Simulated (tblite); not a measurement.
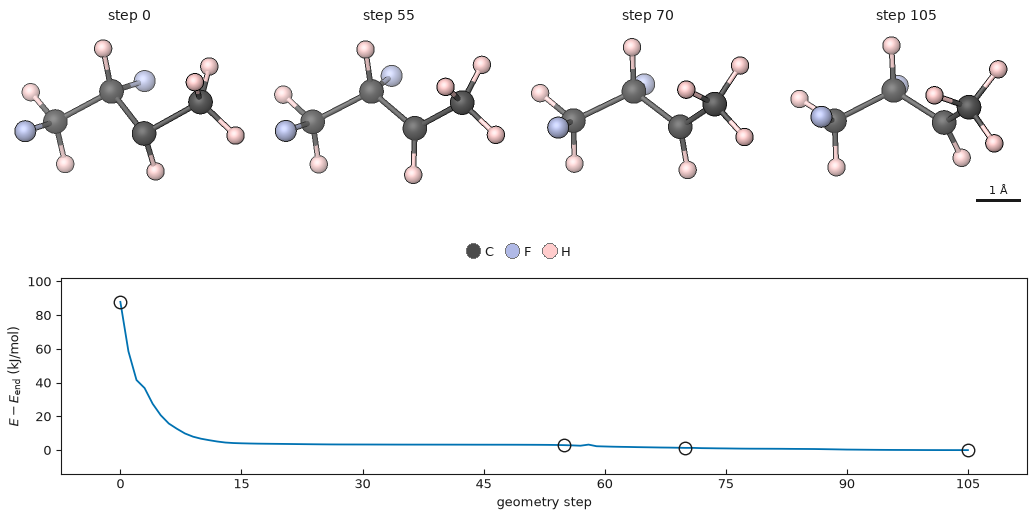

Frames of a relaxation of C$_{4}$H$_{7}$F$_{2}$ (multiplicity 2), marked on the history of the run. Style: ball-and-stick. Shown at a tilt.

All numbers below come from GFN2-xTB geometry optimisation, gas phase (tblite). 

> What happens along the run?

After 105 geometry steps the energy has fallen by 87.9 kJ/mol. The atom that moves furthest after the best rigid fit is an H atom (1.02 Å). Largest moves by element: H 1.02 Å, C 0.98 Å, F 0.85 Å. Near-neighbour distances that change, for instance: C–C 1.544 → 1.473 Å, C–C 1.521 → 1.474 Å, C–C 1.504 → 1.548 Å, C–H 1.118 → 1.075 Å. Among the angles between lasting bonds that change: C–C–C 105.2° → 121.1°, C–C–H 103.7° → 117.6°, C–C–H 107.9° → 121.3°. From step 0 to 55: a C atom moves most (0.49 Å), energy −85.0 kJ/mol. From step 55 to 70: an H atom moves most (0.60 Å), energy −1.62 kJ/mol. From step 70 to 105: an H atom moves most (0.53 Å), energy −1.32 kJ/mol.
